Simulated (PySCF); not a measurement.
**MP2/STO-3G run of S2F2 (Thio-thionyl fluoride)**

What is the vertical ionisation energy of S2F2 (Thio-thionyl fluoride) at MP2/STO-3G? Input form: a Python script.

The results are computed with PySCF 2.14.0.

8 further runs of the same task are left out: 8 set aside as unsound or not needed.

### Step 1. Starting point

S2F2: 4 atoms, total charge 0, spin state singlet. SMILES: `FS(F)=S`. The shape is that of a GFN2-xTB optimisation.

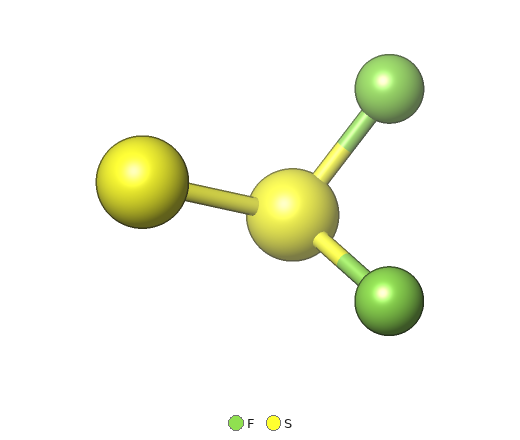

The structure, seen from a chosen angle (fluorine green, sulfur yellow).

### Step 2. A single-point energy at MP2/STO-3G

Contents of job.py:

```python
from pyscf import gto, mp

molecule = gto.M(
    atom='F 0.766610 0.341640 1.237090; S -0.514710 -0.073220 0.231030; F 0.333030 -1.428520 -0.291570; S -0.584940 1.160090 -1.176550',
    max_memory=1860,
    verbose=3,
    basis='sto-3g',
    charge=0,
    spin=0,
)

hf = molecule.RHF()
hf.conv_tol = 1e-10
hf.kernel()
if not hf.converged:
    hf = hf.newton().run(hf.mo_coeff, hf.mo_occ)

pt = mp.MP2(hf, frozen=12).run()
e_tot = pt.e_tot
print('E(%s) = %.9f' % ('MP2', e_tot))
```

The run is started by

```
$ OMP_NUM_THREADS=1 python job.py
```

The log of the run:

```text
converged SCF energy = -982.243348556635
E(RMP2) = -982.342967906666  E_corr = -0.0996193500310119
E(SCS-RMP2) = -982.351598736021  E_corr = -0.108250179385754
E(MP2) = -982.342967907
```

It took 0.74 s on 1 thread of Arm Neoverse V1, shared host; peak memory 0.12 GiB.

### Step 3. The doublet cation at the same level

Contents of job.py:

```python
from pyscf import gto, mp

mol = gto.M(
    atom='''
F      1.448683     0.645606     2.337761
S     -0.972661    -0.138366     0.436583
F      0.629335    -2.699512    -0.550987
S     -1.105376     2.192252    -2.223357
''',
    spin=1,
    basis='sto-3g',
    charge=1,
    max_memory=1860,
    unit='bohr',
    verbose=4,
)

hf = mol.UHF()
hf.conv_tol = 1e-10
hf.kernel()
if not hf.converged:
    hf = hf.newton().run(hf.mo_coeff, hf.mo_occ)

pt = mp.MP2(hf, frozen=12).run()
e_tot = pt.e_tot
print(f'total energy: {e_tot:.8f} hartree')
```

The run is started by

```
$ OMP_NUM_THREADS=1 python job.py
```

The log of the run:

```text
PySCF version 2.14.0

[INPUT] num. atoms = 4
[INPUT] num. electrons = 49
[INPUT] charge = 1
[INPUT] spin (= nelec alpha-beta = 2S) = 1
[INPUT] symmetry False subgroup None
[INPUT] Mole.unit = bohr
[INPUT] Symbol           X                Y                Z      unit          X                Y                Z       unit  Magmom
[INPUT]  1 F      0.766610029447   0.341639982433   1.237089845778 AA    1.448683000000   0.645606000000   2.337761000000 Bohr   0.0
[INPUT]  2 S     -0.514710035151  -0.073220133966   0.231029774275 AA   -0.972661000000  -0.138366000000   0.436583000000 Bohr   0.0
[INPUT]  3 F      0.333029740034  -1.428520231005  -0.291569763913 AA    0.629335000000  -2.699512000000  -0.550987000000 Bohr   0.0
[INPUT]  4 S     -0.584939788698   1.160089798994  -1.176549856139 AA   -1.105376000000   2.192252000000  -2.223357000000 Bohr   0.0

nuclear repulsion = 233.814970801393
number of shells = 16
number of NR pGTOs = 84
number of NR cGTOs = 28
basis = sto-3g
ecp = {}

******** <class 'pyscf.scf.uhf.UHF'> ********
method = UHF
initial guess = minao
damping factor = 0
level_shift factor = 0
DIIS = <class 'pyscf.scf.diis.CDIIS'>
diis_start_cycle = 1
diis_space = 8
diis_damp = 0
SCF conv_tol = 1e-10
SCF conv_tol_grad = None
SCF max_cycles = 50
direct_scf = True
direct_scf_tol = 1e-13
number electrons alpha = 25  beta = 24
Set gradient conv threshold to 1e-05
init E= -982.194317626332
[... the frontier-level lines of each cycle are left out ...]

cycle= 1 E= -981.786458303742  delta_E= 0.408  |g|= 0.48  |ddm|= 2.22
cycle= 2 E= -982.031333209677  delta_E= -0.245  |g|= 0.182  |ddm|= 1.22
cycle= 3 E= -982.062839656584  delta_E= -0.0315  |g|= 0.0463  |ddm|= 0.301
cycle= 4 E= -982.069051882478  delta_E= -0.00621  |g|= 0.0123  |ddm|= 0.223
cycle= 5 E= -982.069527264776  delta_E= -0.000475  |g|= 0.00741  |ddm|= 0.0471
cycle= 6 E= -982.069784346779  delta_E= -0.000257  |g|= 0.00469  |ddm|= 0.0464
cycle= 7 E= -982.069884311254  delta_E= -0.0001  |g|= 0.00406  |ddm|= 0.0231
cycle= 8 E= -982.070005161491  delta_E= -0.000121  |g|= 0.00346  |ddm|= 0.0319
cycle= 9 E= -982.070199790372  delta_E= -0.000195  |g|= 0.00221  |ddm|= 0.0703
cycle= 10 E= -982.070280053365  delta_E= -8.03e-05  |g|= 0.00117  |ddm|= 0.0558
cycle= 11 E= -982.07029255235  delta_E= -1.25e-05  |g|= 0.00067  |ddm|= 0.0169
cycle= 12 E= -982.070296835067  delta_E= -4.28e-06  |g|= 0.000254  |ddm|= 0.0135
cycle= 13 E= -982.070297118251  delta_E= -2.83e-07  |g|= 0.000107  |ddm|= 0.00233
cycle= 14 E= -982.070297194866  delta_E= -7.66e-08  |g|= 4.81e-05  |ddm|= 0.00275
cycle= 15 E= -982.070297206017  delta_E= -1.12e-08  |g|= 2.31e-05  |ddm|= 0.000437
cycle= 16 E= -982.070297209507  delta_E= -3.49e-09  |g|= 1.76e-05  |ddm|= 0.000444
cycle= 17 E= -982.070297211532  delta_E= -2.02e-09  |g|= 1.62e-05  |ddm|= 0.000154
cycle= 18 E= -982.070297214037  delta_E= -2.51e-09  |g|= 1.52e-05  |ddm|= 0.000144
cycle= 19 E= -982.070297223334  delta_E= -9.3e-09  |g|= 1.13e-05  |ddm|= 0.000636
cycle= 20 E= -982.070297230363  delta_E= -7.03e-09  |g|= 7.7e-06  |ddm|= 0.000725
cycle= 21 E= -982.070297233049  delta_E= -2.69e-09  |g|= 4.92e-06  |ddm|= 0.000483
cycle= 22 E= -982.070297233986  delta_E= -9.37e-10  |g|= 2.38e-06  |ddm|= 0.000342
cycle= 23 E= -982.070297234119  delta_E= -1.32e-10  |g|= 1.36e-06  |ddm|= 0.00011
cycle= 24 E= -982.070297234141  delta_E= -2.27e-11  |g|= 9.95e-07  |ddm|= 3.27e-05
Extra cycle  E= -982.070297234145  delta_E= -3.18e-12  |g|= 8.67e-07  |ddm|= 2.91e-06
converged SCF energy = -982.070297234145  <S^2> = 0.81770982  2S+1 = 2.0666009

******** <class 'pyscf.mp.ump2.UMP2'> ********
nocc = (np.int64(13), np.int64(12)), nmo = (16, 16)
frozen orbitals 12
E(UMP2) = -982.159983453373  E_corr = -0.0896862192288702
E(SCS-UMP2) = -982.169340688736  E_corr = -0.0990434545913083
E_corr(same-spin) = -0.0099000097884645
E_corr(oppo-spin) = -0.0797862094404057
total energy: -982.15998345 hartree
```

Run time: 0.84 s. Hardware: 1 thread of Arm Neoverse V1, shared host; peak memory 0.12 GiB.

### Step 4. Outcome

At MP2/STO-3G, 12 core orbitals frozen:

| quantity | value |
| --- | --- |
| singlet S2F2: total energy | -982.34297 Eh |
| singlet S2F2: dipole moment (Hartree–Fock density) | 2.22 D |
| singlet S2F2: HOMO energy (Hartree–Fock orbitals) | -5.78 eV |
| singlet S2F2: LUMO energy (Hartree–Fock orbitals) | 6.63 eV |
| singlet S2F2: HOMO–LUMO gap (Hartree–Fock orbitals) | 12.41 eV |
| singlet S2F2: correlation energy (12 core orbitals frozen) | -99.6 mEh |
| doublet cation: total energy | -982.15998 Eh |
| doublet cation: HOMO energy (Hartree–Fock orbitals) (highest over α and β) | -15.64 eV |
| doublet cation: LUMO energy (Hartree–Fock orbitals) (lowest over α and β) | -3.71 eV |
| doublet cation: correlation energy (12 core orbitals frozen) | -89.7 mEh |
| doublet cation: ⟨S²⟩ of the reference determinant | 0.818 |
| vertical ionisation energy (to the doublet cation) | 4.979 eV |

What this shows: Removing an electron at fixed nuclei costs 4.98 eV (115 kcal/mol). In a minimal basis such a difference can be off by several eV, whatever the method. Mulliken charges (singlet S2F2) of the mean-field density run from -0.26 on S4 to +0.60 on S2. Mulliken charges (doublet cation) of the mean-field density run from -0.02 on F1 to +0.70 on S2.
